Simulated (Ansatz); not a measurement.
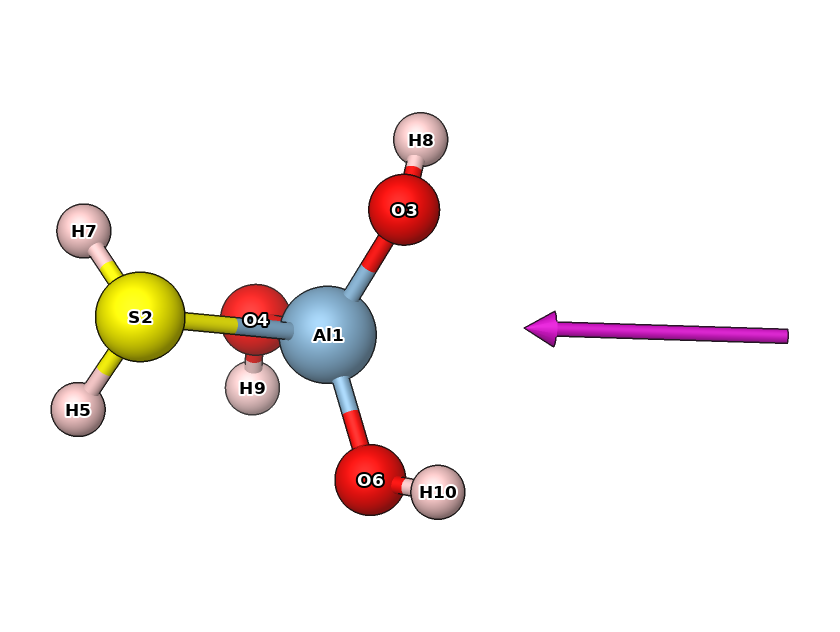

The arrow beside the molecule shows the direction of the dipole moment, from the negative to the positive end (its length means nothing). The computed structure is the end point of a PBE0-D4/def2-TZVP optimisation. Properties computed with RKS PBE0-D4/def2-TZVP (Ansatz 0.2.0).

Estimate the dipole moment.

Answer. 2.34 D; it points from the side of H8, H10 to the side of H5, H7 (the outermost atoms at the two ends).
